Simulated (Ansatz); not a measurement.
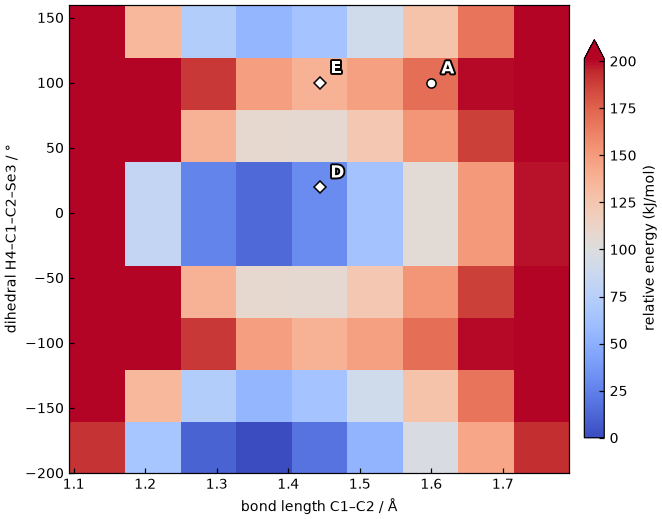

C2H3Se, SMILES C=C[Se], spin multiplicity 2. First axis: bond length C1–C2. Second axis: dihedral H4–C1–C2–Se3. Nothing is relaxed (all other coordinates rigid). The scan uses a 9 × 9 grid; 45 points were computed and 36 follow by symmetry. Points are written as (first, second). Energies: kJ/mol, counted from the lowest grid point. These are results of UKS CAM-B3LYP-D4/def2-SVP (Ansatz), not measurements.

In the figure: one coloured cell a grid point, one colour for all values above the top of the scale, lettered points.

> Is A the lowest point of the computed grid?

No. A lies 170 kJ/mol above the lowest grid point, which is at (1.366 Å, −180°).

> Rank the lettered points by energy, lowest first.

D (31 kJ/mol), E (138 kJ/mol), A (170 kJ/mol).
